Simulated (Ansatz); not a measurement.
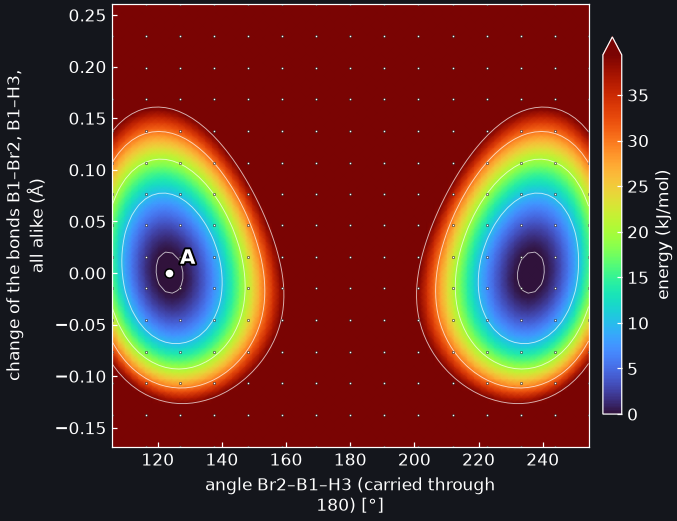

BBrH, SMILES [BH]Br, spin multiplicity 2. The first coordinate is: angle Br2–B1–H3 (carried through 180); the second: change of the bonds B1–Br2, B1–H3, all alike. Nothing is relaxed (all other coordinates rigid). Grid: 15 × 15 points; 120 points were computed and 105 follow by symmetry. Points are written as (first, second). Energies are in kJ/mol, from the lowest grid point. All numbers below come from UKS B3LYP-D4/def2-TZVP (Ansatz).

The picture shows a smooth colour map with a few white contour lines, dots at the grid points, one colour for all values above the top of the scale, the well A. Between grid points the surface is interpolated.

Question: Where is the minimum, and how stiff is the well along each coordinate? Take the well at A.

Answer: The interpolated minimum is at the first coordinate ≈ 123.6°, the second coordinate ≈ 0.000 Å. The curvatures there are about 3.1 eV/rad² and 43 eV/Å², with a cross term of about 1.5 eV/(rad·Å). Round the minimum the two coordinates are weakly coupled (coupling 0.13 in units of the two stiffnesses). (1 eV is 96.5 kJ/mol.)
